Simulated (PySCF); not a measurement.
# C₇H₆Cl+: excited states, first hyperpolarisability

Aim: compute the excited states, first hyperpolarisability of C₇H₆Cl+ (`Clc1ccc[cH+]cc1`).

Computed with PySCF 2.14.0 and routines of our own; the level stands in each step. Atoms count from 0.

## 1. The starting structure

14 atoms, charge 1, multiplicity 1; geometry from: GFN2-xTB.

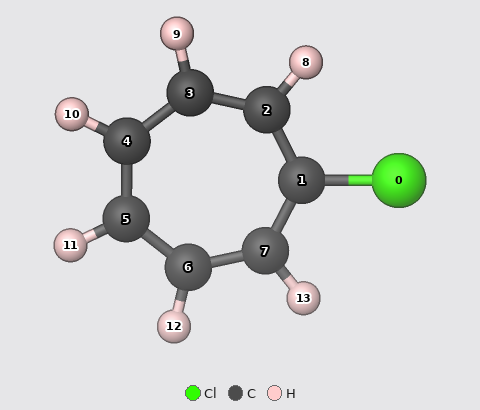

The starting geometry (chlorine green, carbon dark grey, hydrogen pink).

## 2. Relaxing the molecule at PBE0-D3(BJ)/def2-SVP

What the job is given:

```
{"job": {"xc": "PBE0", "basis": "def2-SVP", "d3": "d3bj", "grid": 2, "kind": "geom"}, "charge": 1, "multiplicity": 1}
Cl     2.742580    -1.791482    -0.119466
C      1.317001    -0.860785    -0.058845
C      1.483185     0.533265    -0.003255
C      0.520190     1.519958     0.053755
C     -0.873798     1.395992     0.070288
C     -1.630020     0.240201     0.034629
C     -1.185288    -1.085375    -0.028027
C      0.105332    -1.571871    -0.069226
H      2.513243     0.870887    -0.005732
H      0.896118     2.535896     0.091388
H     -1.425209     2.327616     0.116720
H     -2.705276     0.371353     0.057996
H     -1.966789    -1.836172    -0.047028
H      0.208052    -2.649957    -0.115364
```

Run with:

```console
> OMP_NUM_THREADS=1 python excited_run.py task.json out
```

One launch serves the whole session: the jobs run in the order shown.

Log:

```text
step   0  E = -729.46089808  max force = 0.007506
step   1  E = -729.46156112  max force = 0.001893
step   2  E = -729.46156617  max force = 0.000671
step   3  E = -729.46156872  max force = 0.000586
step   4  E = -729.46157048  max force = 0.000138
optimisation converged
```

Run time: 30 s. Hardware: 1 thread of AMD EPYC 9R45, shared host; peak memory 0.72 GiB.

Step by step:

```
step  energy from step 0 (eV)  largest force component (eV/Å)
   0                   0.0000                          0.3860
   1                  -0.0180                          0.0973
   2                  -0.0182                          0.0345
   3                  -0.0182                          0.0301
   4                  -0.0183                          0.0071
```

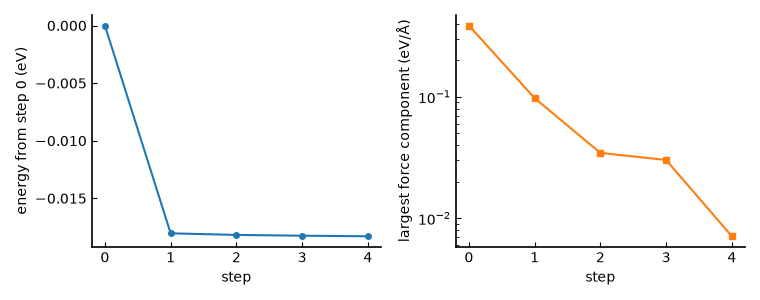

Energy and force, step by step.

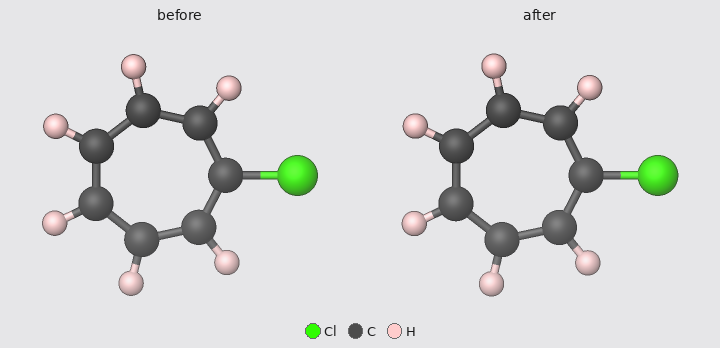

Before and after, at one scale.

Close pairs (by a distance rule), those that changed most:

```
  bond  before (Å)  after (Å)  change (Å)
C5–H11       1.083      1.094      +0.011
C6–H12       1.084      1.094      +0.011
 C3–H9       1.084      1.094      +0.011
C4–H10       1.084      1.094      +0.011
C7–H13       1.084      1.094      +0.010
 C2–H8       1.084      1.094      +0.010
 C6–C7       1.380      1.388      +0.008
 C2–C3       1.380      1.388      +0.008
```

The final coordinates are the input of the step that follows.

```
                         at the end point                value
  point group (found at 0.08 Å tolerance)                  C2v
rotational constants (GHz, main isotopes)  3.774, 1.227, 0.926
```

## 3. Excited states: TDA CAM-B3LYP/def2-TZVP

What the job is given:

```
{"job": {"kind": "states", "xc": "CAM-B3LYP", "basis": "def2-TZVP", "tda": true, "soc": true, "nstates": 6, "ntriplets": 5, "nquad": 4}, "charge": 1, "multiplicity": 1}
Cl     2.503665    -1.738927    -0.078547
C      1.078399    -0.808917    -0.018675
C      1.249174     0.586475     0.036065
C      0.276762     1.575750     0.092511
C     -1.120323     1.454917     0.109834
C     -1.880171     0.292815     0.073763
C     -1.429443    -1.033736     0.011397
C     -0.131958    -1.525966    -0.029521
H      2.288573     0.927307     0.033676
H      0.662377     2.599362     0.128726
H     -1.677960     2.395008     0.157802
H     -2.965989     0.425113     0.096619
H     -2.212816    -1.797761    -0.007962
H     -0.026728    -2.613753    -0.076298
```

With the program's defaults for keys left out, this is: TDA CAM-B3LYP/def2-TZVP excited states, vertical, gas phase, spin-orbit mean-field couplings.

Log:

```text
coarse grid: 12952 points
cycle   1  E = -730.1806464103  dE =  1.785e+00  |g| = 4.008e-01  |ddm| = 3.316e+00
cycle   2  E = -730.1717583247  dE =  8.888e-03  |g| = 5.032e-01  |ddm| = 1.559e+00
cycle   3  E = -730.2306038746  dE = -5.885e-02  |g| = 5.687e-02  |ddm| = 5.212e-01
cycle   4  E = -730.2310387440  dE = -4.349e-04  |g| = 4.414e-02  |ddm| = 1.257e-01
cycle   5  E = -730.2315837431  dE = -5.450e-04  |g| = 5.920e-03  |ddm| = 4.375e-02
cycle   6  E = -730.2315910588  dE = -7.316e-06  |g| = 1.801e-03  |ddm| = 9.179e-03
final grid: 122440 points
cycle   7  E = -730.2213319714  dE = -3.409e-05  |g| = 4.815e-03  |ddm| = 8.554e-02
cycle   8  E = -730.2213319398  dE =  3.158e-08  |g| = 4.684e-03  |ddm| = 9.447e-03
cycle   9  E = -730.2213371460  dE = -5.206e-06  |g| = 6.166e-04  |ddm| = 4.587e-03
cycle  10  E = -730.2213372233  dE = -7.730e-08  |g| = 2.888e-04  |ddm| = 6.654e-04
cycle  11  E = -730.2213372459  dE = -2.258e-08  |g| = 5.937e-05  |ddm| = 3.725e-04
cycle  12  E = -730.2213372468  dE = -8.909e-10  |g| = 2.067e-05  |ddm| = 7.919e-05
converged SCF energy = -730.2213372468

Singlet excitations
state   eV       nm        f     d(h-e)  d(exc)  Lambda  PR(NTO)  |dmu|/D   mu/D   main configurations
  1   4.6225   268.2   0.01682   0.825   3.173   0.685   1.580    1.787    2.639   H->L+1 0.76, H-1->L 0.23
  2   4.6640   265.8   0.12042   0.714   3.069   0.726   1.711    1.831    2.594   H->L 0.71, H-1->L+1 0.26
  3   5.2054   238.2   0.00000   2.471   3.542   0.289   1.003    6.558    2.133   H-2->L 0.97
  4   5.5712   222.5   0.00000   2.774   3.772   0.207   1.005    6.556    2.131   H-2->L+1 0.98
  5   6.0427   205.2   0.21847   1.057   3.265   0.673   2.085                     H-1->L 0.52, H-3->L+1 0.29, H->L+1 0.16
  6   6.3137   196.4   0.00000   0.265   2.941   0.429   1.027                     H-4->L 0.98

Triplet excitations (Tamm-Dancoff)
state   eV     d(h-e)  d(exc)  Lambda  PR(NTO)   main configurations
  1   3.2472   0.664   2.913   0.672   1.128   H->L+1 0.88
  2   3.2762   0.394   2.984   0.695   1.080   H->L 0.92
  3   3.8313   0.045   2.677   0.837   1.105   H-1->L+1 0.94
  4   3.9431   0.086   2.777   0.725   1.112   H-1->L 0.94
  5   5.0689   2.417   3.514   0.290   1.006   H-2->L 0.97
S1 - T1 = 1.3753 eV

Spin-orbit couplings |<S|Hso|T>| (cm-1)
             T1       T2       T3       T4       T5
S0        0.344    0.046    0.003    0.377  118.822
S1        0.003    0.048    0.036    0.002    0.486
S2        0.081    0.003    0.001    0.040  153.707
S3        0.288  148.471   33.652    0.596    0.005
S4      131.388    0.746    0.581   28.179    3.136
S5        0.005    0.096    0.034    0.007    1.023
S6        2.229    0.417    0.164    1.793    0.123
T1 sublevels (cm-1): 0.000 0.921 0.921   radiative rates (1/s): 0.0452 1.01e-05 0.0133
```

It took 38 s on 1 thread of AMD EPYC 9R45, shared host; peak memory 1.2 GiB.

From this job:

```
  quantity    value
S1 less T1  1.38 eV
```

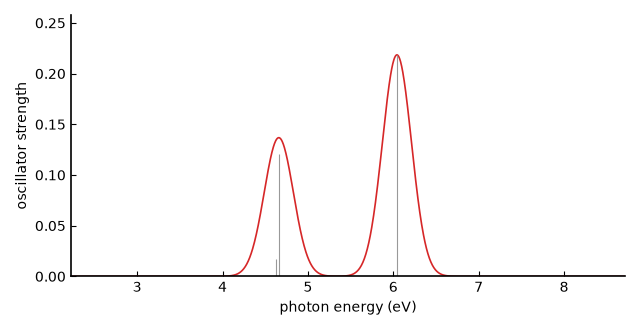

Absorption lines of the singlets. Lines are broadened to a width of 0.40 eV (Gaussian).

## 4. Excited states: TDDFT CAM-B3LYP/aug-cc-pVDZ

Settings changed since step 3:

```diff
@@ -1,2 +1,2 @@
-{"job": {"kind": "states", "xc": "CAM-B3LYP", "basis": "def2-TZVP", "tda": true, "soc": true, "nstates": 6, "ntriplets": 5, "nquad": 4}, "charge": 1, "multiplicity": 1}
+{"job": {"kind": "states", "xc": "CAM-B3LYP", "basis": "aug-cc-pVDZ", "tpa": true, "nstates": 8, "nquad": 6, "ntriplets": 0}, "charge": 1, "multiplicity": 1}
 Cl     2.503665    -1.738927    -0.078547
```

Level: TDDFT CAM-B3LYP/aug-cc-pVDZ excited states, vertical, gas phase, two-photon moments by quadratic response.

Log:

```text
coarse grid: 12952 points
cycle   1  E = -730.0623243053  dE =  1.847e+00  |g| = 3.943e-01  |ddm| = 3.544e+01
cycle   2  E = -730.0540777583  dE =  8.247e-03  |g| = 4.917e-01  |ddm| = 4.439e+00
cycle   3  E = -730.1143347653  dE = -6.026e-02  |g| = 5.516e-02  |ddm| = 2.871e+00
cycle   4  E = -730.1147790370  dE = -4.443e-04  |g| = 4.299e-02  |ddm| = 6.326e-01
cycle   5  E = -730.1153255357  dE = -5.465e-04  |g| = 4.944e-03  |ddm| = 1.908e-01
cycle   6  E = -730.1153317877  dE = -6.252e-06  |g| = 1.551e-03  |ddm| = 3.403e-02
final grid: 122440 points
cycle   7  E = -730.1412232764  dE = -1.560e-05  |g| = 3.973e-03  |ddm| = 4.363e-01
cycle   8  E = -730.1412231601  dE =  1.163e-07  |g| = 4.127e-03  |ddm| = 5.864e-02
cycle   9  E = -730.1412277284  dE = -4.568e-06  |g| = 4.825e-04  |ddm| = 2.092e-02
cycle  10  E = -730.1412277843  dE = -5.590e-08  |g| = 1.890e-04  |ddm| = 2.944e-03
cycle  11  E = -730.1412277945  dE = -1.023e-08  |g| = 4.409e-05  |ddm| = 1.422e-03
cycle  12  E = -730.1412277951  dE = -5.425e-10  |g| = 1.569e-05  |ddm| = 4.311e-04
converged SCF energy = -730.1412277951

Singlet excitations
state   eV       nm        f     d(h-e)  d(exc)  Lambda  PR(NTO)  |dmu|/D   mu/D   delta(TPA)   sigma/GM   main configurations
  1   4.4735   277.2   0.01669   0.768   3.149   0.680   1.575    1.943    2.526       17.25      0.127   H->L+1 0.82, H-1->L 0.17
  2   4.5041   275.3   0.10838   0.692   3.056   0.716   1.714    1.866    2.603      121.62      0.904   H->L 0.78, H-1->L+1 0.21
  3   5.2320   237.0   0.00000   2.477   3.556   0.286   1.004    6.586    2.117        0.01      0.000   H-2->L 0.97
  4   5.5726   222.5   0.00005   2.753   3.768   0.210   1.006    6.533    2.064        0.00      0.000   H-2->L+1 0.98
  5   5.7215   216.7   0.22284   0.585   3.105   0.683   1.884    1.432    3.037       11.22      0.135   H-1->L 0.71, H->L+1 0.16, H-3->L+1 0.11
  6   5.8680   211.3   0.57634   0.760   2.980   0.783   1.988    1.437    3.032      214.95      2.711   H-1->L+1 0.68, H->L 0.20, H-3->L 0.09
  7   6.3007   196.8   0.00000   0.260   2.943   0.429   1.027                                            H-4->L 0.98
  8   6.3082   196.5   0.00322   0.016   2.865   0.556   1.029                                            H-4->L+1 0.98
```

It took 32 s on 1 thread of AMD EPYC 9R45, shared host; peak memory 1 GiB.

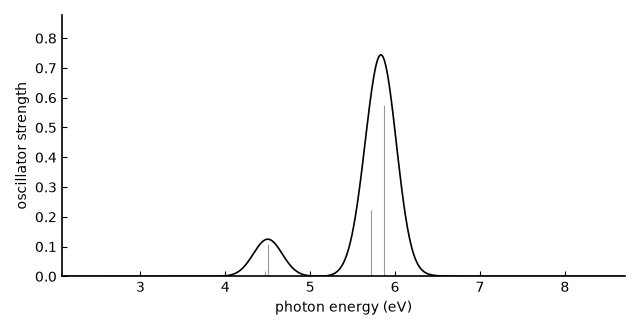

Absorption lines of the singlets. Lines are broadened to a width of 0.40 eV (Gaussian).

## 5. First hyperpolarisability: quadratic response CAM-B3LYP/aug-cc-pVDZ

Settings changed since step 4:

```diff
@@ -1,2 +1,2 @@
-{"job": {"kind": "states", "xc": "CAM-B3LYP", "basis": "aug-cc-pVDZ", "tpa": true, "nstates": 8, "nquad": 6, "ntriplets": 0}, "charge": 1, "multiplicity": 1}
+{"job": {"kind": "beta", "xc": "CAM-B3LYP", "basis": "aug-cc-pVDZ"}, "charge": 1, "multiplicity": 1}
 Cl     2.503665    -1.738927    -0.078547
```

Level: quadratic response CAM-B3LYP/aug-cc-pVDZ first hyperpolarisability, Taylor convention, gas phase.

Log:

```text
coarse grid: 12952 points
cycle   1  E = -730.0623243053  dE =  1.847e+00  |g| = 3.943e-01  |ddm| = 3.544e+01
cycle   2  E = -730.0540777583  dE =  8.247e-03  |g| = 4.917e-01  |ddm| = 4.439e+00
cycle   3  E = -730.1143347653  dE = -6.026e-02  |g| = 5.516e-02  |ddm| = 2.871e+00
cycle   4  E = -730.1147790370  dE = -4.443e-04  |g| = 4.299e-02  |ddm| = 6.326e-01
cycle   5  E = -730.1153255357  dE = -5.465e-04  |g| = 4.944e-03  |ddm| = 1.908e-01
cycle   6  E = -730.1153317877  dE = -6.252e-06  |g| = 1.551e-03  |ddm| = 3.403e-02
final grid: 122440 points
cycle   7  E = -730.1412232764  dE = -1.560e-05  |g| = 3.973e-03  |ddm| = 4.363e-01
cycle   8  E = -730.1412231601  dE =  1.163e-07  |g| = 4.127e-03  |ddm| = 5.864e-02
cycle   9  E = -730.1412277284  dE = -4.568e-06  |g| = 4.825e-04  |ddm| = 2.092e-02
cycle  10  E = -730.1412277843  dE = -5.590e-08  |g| = 1.890e-04  |ddm| = 2.944e-03
cycle  11  E = -730.1412277945  dE = -1.023e-08  |g| = 4.409e-05  |ddm| = 1.422e-03
cycle  12  E = -730.1412277951  dE = -5.425e-10  |g| = 1.569e-05  |ddm| = 4.311e-04
converged SCF energy = -730.1412277951

Lowest singlets (eV, f): 4.4735 0.0167  4.5041 0.1084  5.2320 0.0000

First hyperpolarisability (au)
process     nm      |vector|   parallel      HRS      DR
static         -      428.55    -257.13     175.79   5.162
shg       1907.0      472.42    -283.45     193.48   5.233
eope      1907.0      442.39    -265.43          -       -
shg       1064.0      601.78    -361.07     245.41   5.424
eope      1064.0      475.79    -285.48          -       -
```

It took 25 s on 1 thread of AMD EPYC 9R45, shared host; peak memory 0.97 GiB.

## 6. Results

```
                                                   quantity                                                value
                                                point group                                                  C2v
                       rotational constants (main isotopes)                                 3.77, 1.23, 0.93 GHz
               S1 less T1 (step 3, TDA CAM-B3LYP/def2-TZVP)                                              1.38 eV
β vector (step 5, quadratic response CAM-B3LYP/aug-cc-pVDZ)  static 429, SHG 1907.0 nm 472, SHG 1064.0 nm 602 au
```

In words: Relaxing lowered the energy by 0.018 eV in 4 steps; the close pair that moved most is C5–H11, from 1.083 to 1.094 Å. In step 3, the number of triplets below S1 is 4, and the largest singlet-triplet spin-orbit coupling is S2–T5, 153.71 cm⁻¹. β grows from 429 au (static) to 602 au for doubling at 1064.0 nm: normal dispersion, which grows as twice the photon energy moves toward the bright states.
